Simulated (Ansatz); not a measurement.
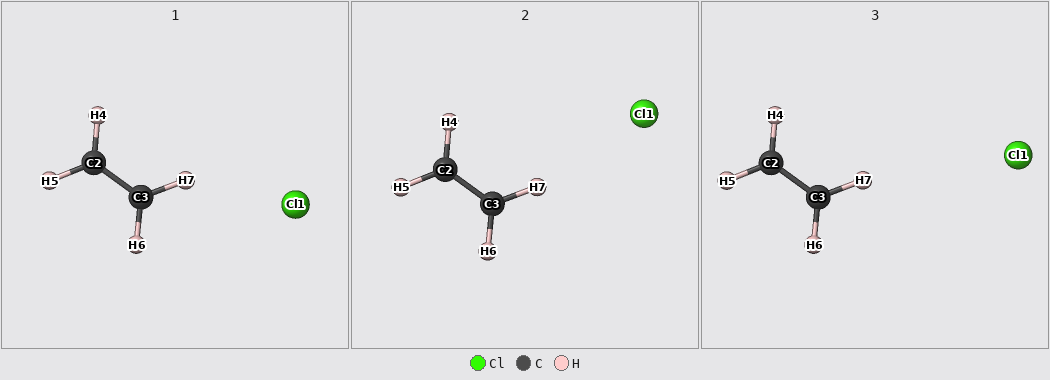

The pair Cl···C₂H₄, charge −1. The first coordinate is: separation of H7 and Cl1 along their line in the relaxed pair; the second: sideways slip of Cl1. Nothing is relaxed (both partners rigid). The scan uses a 15 × 15 grid. Points are written as (first, second). Energies: cm⁻¹, counted from the lowest grid point. The calculation used RHF/def2-SVPD (Ansatz 0.2.0).

The numbered pictures are structures from this grid.

Rank them by energy, lowest first.

2, at (2.668 Å, 1.257 Å): 118 cm⁻¹; 1, at (2.371 Å, −0.943 Å): 261 cm⁻¹; 3, at (3.570 Å, 0.000 Å): 368 cm⁻¹.

The map, with the structures marked:

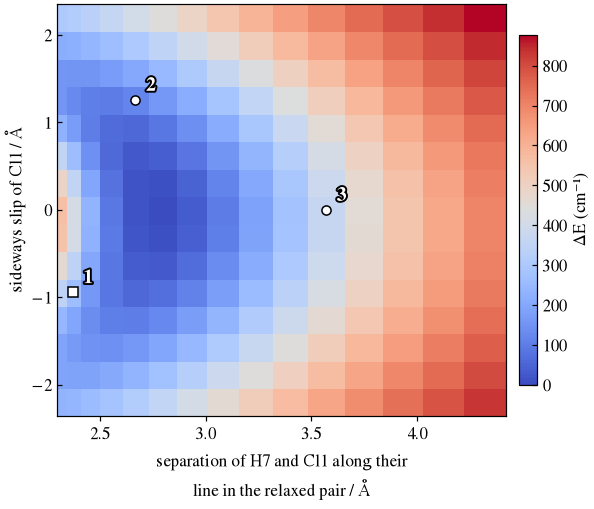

The picture shows one coloured cell a grid point.
